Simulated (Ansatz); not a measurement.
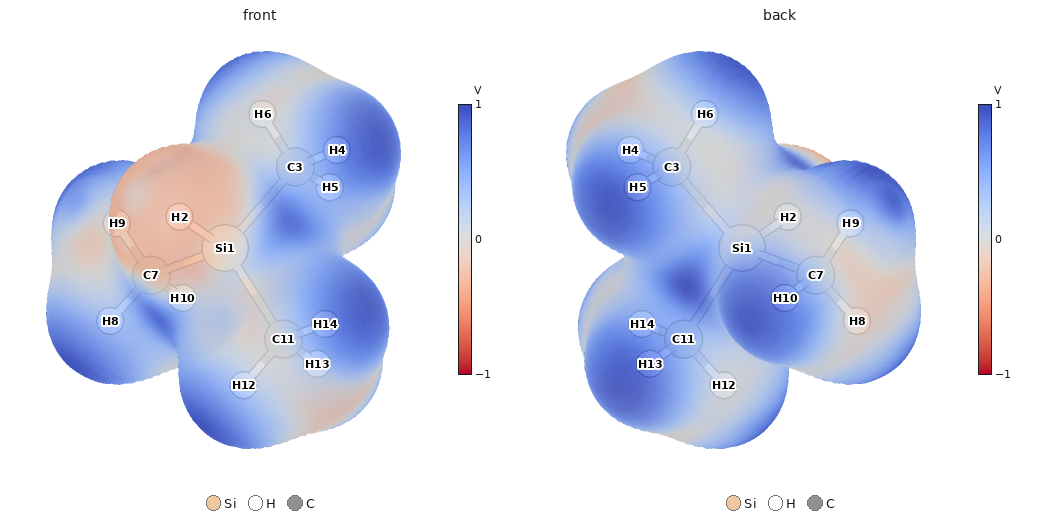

Figure. C3H10Si. The molecular electrostatic potential painted on the density surface at 0.004 e/bohr³, seen from the front and from behind; red is negative and blue positive.

Theory: Ansatz, RKS PBE/6-31G.

The calculation's input:

```
crystal:
  periodic: [false, false, false]
  atoms:
    - { symbol: Si, position_ang: [0.0, 0.0, 0.0] }
    - { symbol: H, position_ang: [0.0, 0.0, 1.46] }
    - { symbol: C, position_ang: [1.7634, 0.0, -0.6227] }
    - { symbol: H, position_ang: [2.1111, -1.0463, -0.7509] }
    - { symbol: H, position_ang: [1.8119, 0.5276, -1.5981] }
    - { symbol: H, position_ang: [2.4154, 0.5187, 0.1108] }
    - { symbol: C, position_ang: [-0.8808, 1.5259, -0.6227] }
    - { symbol: H, position_ang: [-1.9334, 1.2723, -0.8671] }
    - { symbol: H, position_ang: [-0.8624, 2.3106, 0.1622] }
    - { symbol: H, position_ang: [-0.3704, 1.9025, -1.5336] }
    - { symbol: C, position_ang: [-0.8808, -1.5259, -0.6227] }
    - { symbol: H, position_ang: [-1.3804, -2.0377, 0.2261] }
    - { symbol: H, position_ang: [-1.6409, -1.2332, -1.3768] }
    - { symbol: H, position_ang: [-0.1449, -2.2146, -1.0879] }
basis:
  gaussian: { orbitals: "6-31G" }
hamiltonian:
  xc: pbe
relax:
  f_tol: 0.02
  max_steps: 40
output:
  orbitals: {}
```

Run with:

```sh
ansatz run input.yaml --threads 1 --pin off --max-ram 2048MiB --backend cpu --events-out ev --progress --plain --runs-dir out
```

The fields are those of the run's last geometry, not of the input's.

### Which sites attract a positive test charge, and which a negative one?

A positive charge is drawn to the negative regions and a negative charge to the positive ones. The most negative region (about −0.3 V) lies over H2, the most positive (about +1.0 V) over the H and Si atoms.
